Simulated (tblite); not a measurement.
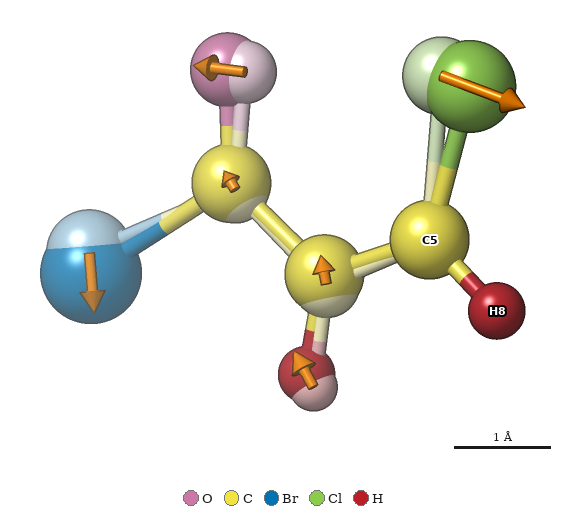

This is a relaxation of C₃H₂BrClO. The starting structure is drawn faded, the final one solid; orange arrows show the displacements, 3 times their true length. The two geometries are superimposed by the best rigid fit.

A ball-and-stick model, seen at a tilt.

All numbers below come from GFN2-xTB geometry optimisation, gas phase (tblite). 

Atoms of which element are displaced furthest, and by how much?

Chlorine: up to 0.35 Å, against 0.22 Å for bromine.

Describe the change and its energy.

Over 19 geometry steps the energy falls by 12.0 kcal/mol. The atom that moves furthest after the best rigid fit is the Cl atom (0.35 Å). By element the largest moves are Cl 0.35 Å, Br 0.22 Å, O 0.21 Å, H 0.15 Å, C 0.11 Å. Some distances before and after: Cl–O 2.387 → 2.936 Å, Br–C 1.923 → 1.983 Å, C–O 1.238 → 1.184 Å, C–Cl 1.741 → 1.691 Å. Bond angles that change, for instance: Cl–C–H 123.3° → 114.5°, C–C–Cl 117.8° → 124.8°, Br–C–C 117.1° → 110.6°. Cost: 0.1 s on 1 thread of Arm Neoverse V1, on a shared host.
